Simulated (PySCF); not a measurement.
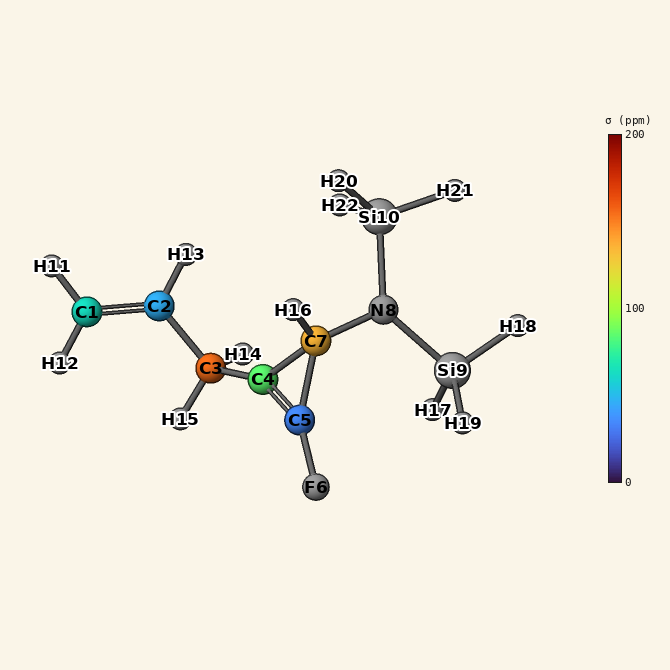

Atoms are coloured by their isotropic NMR shieldings (C only, the others grey). The geometry was computed by an optimisation with GFN2-xTB. No frequency run is at hand to confirm it as a minimum. Properties computed with GIAO PBE0/pcSseg-1 NMR shielding, non-relativistic, gas phase (PySCF 2.14.0).

Give the isotropic NMR shieldings of the C atoms atom by atom.

```tsv
atom	σ (ppm)
C1	63.5
C2	46.2
C3	154.0
C4	84.5
C5	34.5
C7	134.4
```

The geometry is semi-empirical. Around Si such bond lengths and angles can be off by a tenth of an ångström or more and by several degrees, and values that hang on the shape move with them.
